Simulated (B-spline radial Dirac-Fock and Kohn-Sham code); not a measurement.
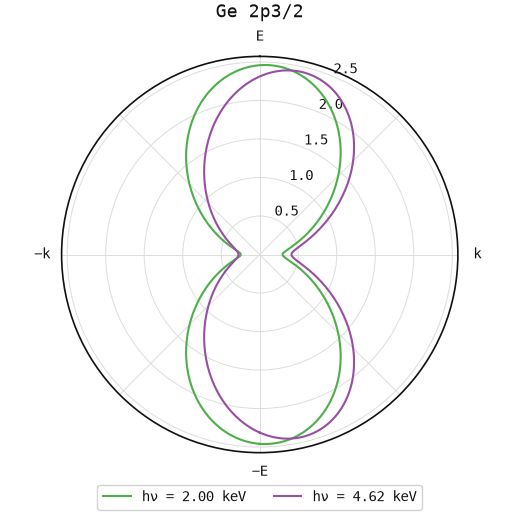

Angular distribution of photoelectrons from L3 (2p3/2) in the plane of the polarisation E (up) and the photon direction k (right), relative to an isotropic one. System: atomic Ge. Computed with a B-spline radial atomic code: a Dirac–Hartree–Slater potential; 1 + βP₂(cos θ) + (δ + γ cos²θ) sin θ cos φ with E1 and E1–E2 terms. Open shells are averaged over j.

Summarise the result.

At 2.00 keV, β = 1.458, γ = 0.162 and δ = 0.025. At 4.62 keV, β = 1.312, γ = 0.956 and δ = 0.068. At 4.62 keV the emission 45° forward of E is 1.8 times that 45° backward, and the lobe peaks 13° from E towards k.
